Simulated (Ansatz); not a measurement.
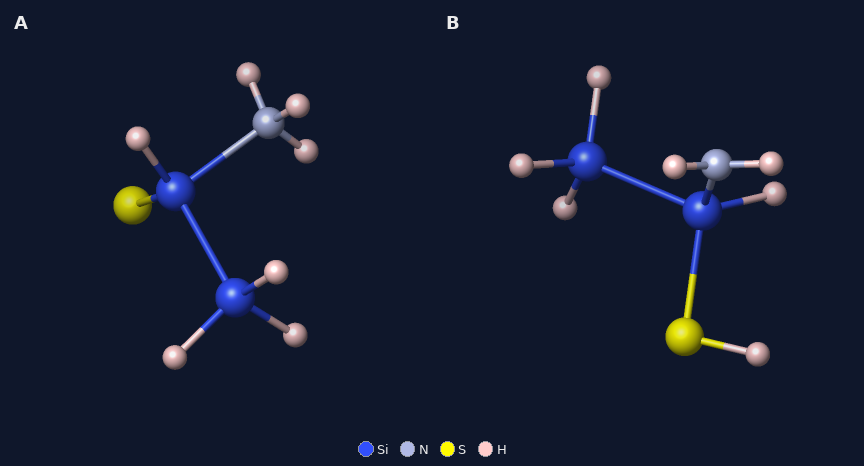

2 stationary structures of one formula. Geometries: PBE0-D4/def2-TZVP. Electronic energies: PBE-D4/def2-TZVPP (Ansatz 0.2.0), without zero-point energy. Each is one conformer, not always the lowest.

Question: Which is lowest in energy, and by how much?

Answer: B is lowest (a minimum); A lies 9.8 kcal/mol above it (a minimum).

Give E(B) − E(A) in kcal/mol at these levels too: r2SCAN0-D4/def2-TZVPP; CCSD(T)/CBS (MP2 limit from def2-TZVPP and def2-QZVPP plus CCSD(T) − MP2); RHF-CCSD(T) (frozen core)/def2-TZVPP; PBE0-D4/def2-SVP; PBE-D4/def2-TZVPP; ωB97M-V/def2-TZVPP; B2PLYP (frozen core)/def2-TZVPP; PBE0-D4/def2-TZVP.

```tsv
level	E(B) − E(A) (kcal/mol)
r2SCAN0-D4/def2-TZVPP	−11.0
CCSD(T)/CBS (MP2 limit from def2-TZVPP and def2-QZVPP plus CCSD(T) − MP2)	−11.3
RHF-CCSD(T) (frozen core)/def2-TZVPP	−11.7
PBE0-D4/def2-SVP	+13.9
PBE-D4/def2-TZVPP	−9.8
ωB97M-V/def2-TZVPP	−11.9
B2PLYP (frozen core)/def2-TZVPP	−11.6
PBE0-D4/def2-TZVP	−10.7
```
